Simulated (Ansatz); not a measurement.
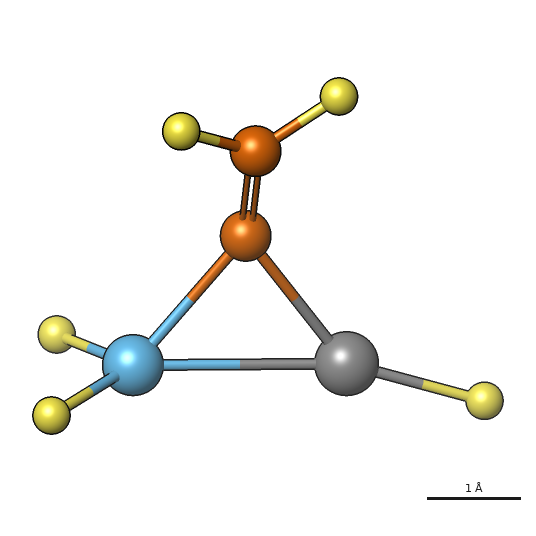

Double and triple bonds are drawn as two and three sticks. Colours: carbon orange, aluminium grey, silicon blue, hydrogen yellow.

Description:

Formula C2H5AlSi. As SMILES it reads `C=[C]1[AlH][SiH2]1`. Among its groups: alkene, Si–H bond. This geometry has C1 symmetry. Coordination, clear cases only: 1 C trigonal planar; 1 Al T-shaped.

The parts below concern this one geometry. Atoms keep their numbers from picture to picture. The geometry was computed by an optimisation with PBE0-D4/def2-TZVP.

### Vibrations

Harmonic vibrations computed with RKS PBE0-D4/def2-TZVP (Ansatz 0.2.0) at a stationary point of the same level.

List the wavenumbers.

21 modes: 106, 217, 318, 345, 400, 451, 551, 578, 626, 671, 727, 917, 1010, 1089, 1449, 1648, 1923, 2175, 2193, 3080, 3152 cm⁻¹.

### Electronic properties

Method: RKS r2SCANh-D4/def2-TZVPP (Ansatz 0.2.0).

What is the HOMO–LUMO gap?

3.42 eV.

What is the dispersion correction?

−4.8 kJ/mol.

Estimate the HOMO energy (Kohn–Sham orbital).

−5.89 eV.

### Dipole moment

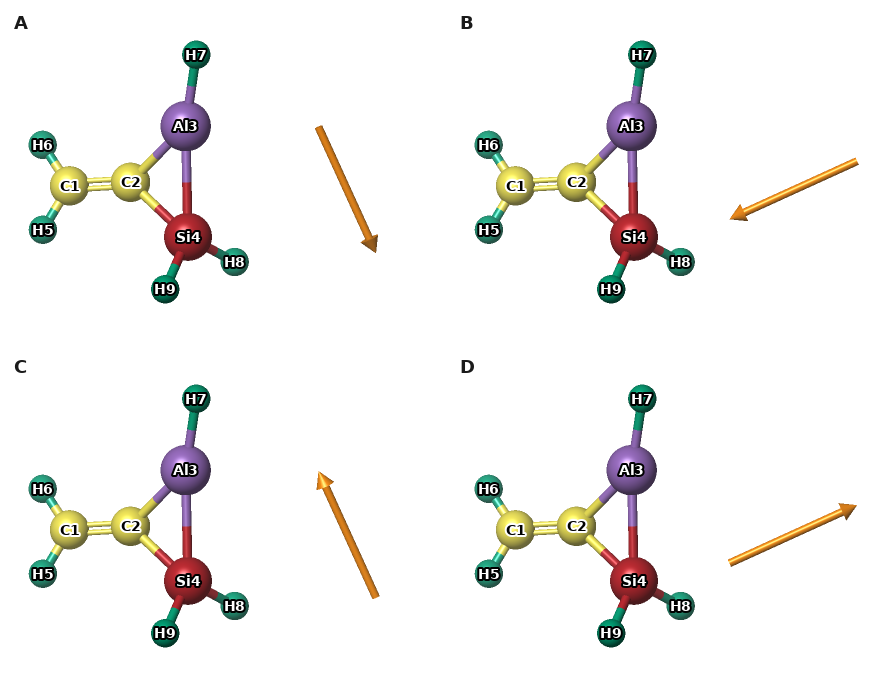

The same molecule four times, each with an arrow. Properties computed with RKS B3LYP-D4/def2-TZVPP (Ansatz 0.2.0).

Which arrow points along the dipole moment, from the negative to the positive end?

C. The dipole moment is 1.04 D; it points from the side of H8 to the side of H7 (the outermost atoms at the two ends).
